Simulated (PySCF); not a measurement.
# C3H4ClFGe: vibronic structure

Wanted: vibronic structure for C3H4ClFGe (`C=C=[CH][Ge@H]([F])[Cl]`).

Computed with PySCF 2.14.0 and routines of our own; the level stands in each step. Atoms count from 0.

### 1 The starting structure

10 atoms, charge 0, multiplicity 1; geometry from: GFN2-xTB.

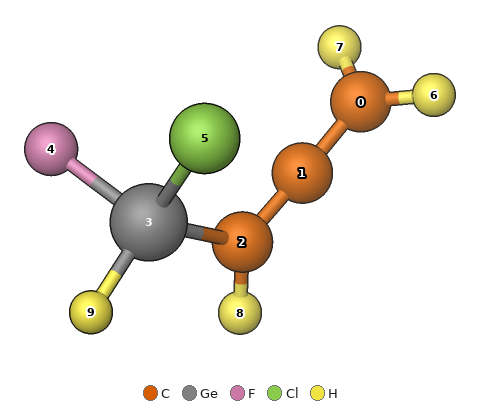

The starting geometry (carbon orange, germanium grey, fluorine pink, chlorine green, hydrogen yellow).

### 2 Vibronic structure: TDDFT HF/def2-SVP

What the job is given:

```
{"job": {"kind": "vib", "xc": "HF", "basis": "def2-SVP", "tda": false}, "charge": 0, "multiplicity": 1}
C      2.212554     0.198422    -0.210470
C      1.087819    -0.225407     0.266376
C     -0.069698    -0.606032     0.709721
Ge    -1.754053     0.101700    -0.028540
F     -2.001803    -0.699812    -1.587348
Cl    -1.690884     2.135669    -0.518292
H      2.733315     1.033681     0.227599
H      2.686064    -0.282858    -1.049867
H     -0.158234    -1.351177     1.486276
H     -3.036197    -0.299530     0.682018
```

Method: TDDFT HF/def2-SVP vertical-gradient vibronic structure (displaced harmonic oscillators, Condon), gas phase.

Run with:

```sh
$ OMP_NUM_THREADS=1 python excited_run.py task.json out
```

One launch serves the whole session: the jobs run in the order shown.

The log of the run:

```text
final grid: 44464 points
cycle   1  E = -2749.5642449363  dE =  1.671e-01  |g| = 6.688e-01  |ddm| = 3.338e+00
cycle   2  E = -2749.6518078061  dE = -8.756e-02  |g| = 4.245e-01  |ddm| = 9.498e-01
cycle   3  E = -2749.6822535900  dE = -3.045e-02  |g| = 6.339e-02  |ddm| = 3.451e-01
cycle   4  E = -2749.6839084574  dE = -1.655e-03  |g| = 1.570e-02  |ddm| = 1.152e-01
cycle   5  E = -2749.6840221420  dE = -1.137e-04  |g| = 4.503e-03  |ddm| = 2.789e-02
cycle   6  E = -2749.6840357788  dE = -1.364e-05  |g| = 1.825e-03  |ddm| = 9.579e-03
cycle   7  E = -2749.6840380734  dE = -2.295e-06  |g| = 7.267e-04  |ddm| = 4.016e-03
cycle   8  E = -2749.6840384077  dE = -3.343e-07  |g| = 1.710e-04  |ddm| = 1.718e-03
cycle   9  E = -2749.6840384344  dE = -2.667e-08  |g| = 5.772e-05  |ddm| = 5.063e-04
cycle  10  E = -2749.6840384363  dE = -1.843e-09  |g| = 2.099e-05  |ddm| = 1.263e-04
cycle  11  E = -2749.6840384365  dE = -2.419e-10  |g| = 6.787e-06  |ddm| = 4.677e-05
converged SCF energy = -2749.6840384365

Singlet excitations (eV, f): 5.803 (0.0038)  6.875 (0.0099)  7.527 (0.1287)  7.858 (1.2924)  8.960 (0.0111)  9.361 (0.0502)

State S1  5.8026 eV  f = 0.00377  H->L 0.73, H->L+4 0.09
  relaxed dipole 4.746 D, largest gradient of the excitation energy 0.0583 Eh/bohr
  mode    cm-1        S   lambda/meV  Raman
   18   1217.2    1.2407     187.2   1.000
   17   1078.0    0.5134      68.6   0.325
    4    158.7    1.7001      33.5   0.023
   11    542.8    0.2054      13.8   0.033
    3    129.6    0.6443      10.4   0.006
   23   3086.7    0.0229       8.8   0.119
   10    446.8    0.0821       4.5   0.009
   21   2056.8    0.0176       4.5   0.041
    6    319.4    0.1099       4.4   0.006
   13    640.0    0.0546       4.3   0.012
    7    362.9    0.0670       3.0   0.005
   15    834.0    0.0184       1.9   0.007
  reorganisation energy 0.3477 eV, total S 4.742, 0-0 5.4549 eV
  absorption maximum 5.787 eV, width 0.504 eV

State S3  7.5274 eV  f = 0.12867  H-1->L 0.61, H->L+1 0.16, H-1->L+1 0.15
  relaxed dipole 3.565 D, largest gradient of the excitation energy 0.1142 Eh/bohr
  mode    cm-1        S   lambda/meV  Raman
   14    811.6    1.6883     169.9   0.405
   21   2056.8    0.6489     165.5   1.000
   18   1217.2    0.8607     129.9   0.465
   17   1078.0    0.3061      40.9   0.130
    9    422.4    0.4346      22.8   0.028
    5    189.6    0.8218      19.3   0.011
    4    158.7    0.5922      11.7   0.005
   23   3086.7    0.0299      11.4   0.104
    8    393.8    0.1494       7.3   0.008
    7    362.9    0.1403       6.3   0.007
   19   1395.4    0.0335       5.8   0.024
   11    542.8    0.0793       5.3   0.009
  reorganisation energy 0.6098 eV, total S 6.194, 0-0 6.9176 eV
  absorption maximum 7.446 eV, width 0.722 eV

State S4  7.8580 eV  f = 1.29237  H->L+1 0.67, H-1->L 0.10, H->L 0.08
  relaxed dipole 3.660 D, largest gradient of the excitation energy 0.1365 Eh/bohr
  mode    cm-1        S   lambda/meV  Raman
   21   2056.8    1.1875     302.8   1.000
    8    393.8    2.9630     144.7   0.091
    7    362.9    2.4207     108.9   0.063
   17   1078.0    0.8008     107.0   0.185
    3    129.6    2.3287      37.4   0.008
   19   1395.4    0.1996      34.5   0.077
   18   1217.2    0.2133      32.2   0.063
    2     71.1    2.3109      20.4   0.002
   14    811.6    0.1298      13.1   0.017
   20   1806.8    0.0578      12.9   0.038
   11    542.8    0.1735      11.7   0.010
   12    605.4    0.1551      11.6   0.011
  reorganisation energy 0.8562 eV, total S 13.476, 0-0 7.0019 eV
  absorption maximum 7.773 eV, width 0.846 eV

State T1  3.9827 eV  f = 0.00000  H->L+1 0.37, H-1->L 0.31
  relaxed dipole 3.249 D, largest gradient of the excitation energy 0.0967 Eh/bohr
  mode    cm-1        S   lambda/meV  Raman
   18   1217.2    1.6406     247.6   1.000
   17   1078.0    0.6038      80.7   0.289
   19   1395.4    0.4309      74.5   0.345
    8    393.8    0.8024      39.2   0.051
    7    362.9    0.3266      14.7   0.018
   21   2056.8    0.0336       8.6   0.059
   14    811.6    0.0480       4.8   0.013
   13    640.0    0.0426       3.4   0.007
    5    189.6    0.1156       2.7   0.002
    6    319.4    0.0678       2.7   0.003
    9    422.4    0.0479       2.5   0.004
    3    129.6    0.0426       0.7   0.000
  reorganisation energy 0.4841 eV, total S 4.286, 0-0 3.4985 eV
  absorption maximum 3.981 eV, width 0.624 eV
```

Wall time 16 s (1 thread of Arm Neoverse V2, shared host); peak memory 0.67 GiB.

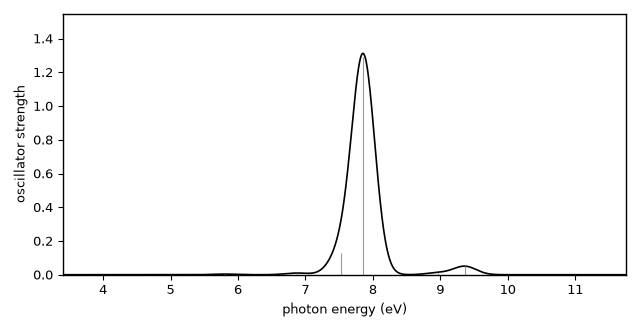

Absorption lines of the singlets. Lines are broadened to a width of 0.40 eV (Gaussian).

### 3 What came out

| quantity | value |
| --- | --- |
| S1: vertical, reorganisation, 0-0, total S (step 2, TDDFT HF/def2-SVP, modes from GFN2-xTB) | 5.80, 0.35, 5.45 eV; 4.7 |
| S3: vertical, reorganisation, 0-0, total S (step 2, TDDFT HF/def2-SVP, modes from GFN2-xTB) | 7.53, 0.61, 6.92 eV; 6.2 |
| S4: vertical, reorganisation, 0-0, total S (step 2, TDDFT HF/def2-SVP, modes from GFN2-xTB) | 7.86, 0.86, 7.00 eV; 13.5 |

In words: Steps that list no spin-orbit terms leave them out, which matters at and beside the heavy atoms. The vibronic model keeps the ground-state modes (from xTB) and shifts them along the gradient alone, so it can miss much of the relaxation that a full optimisation finds.
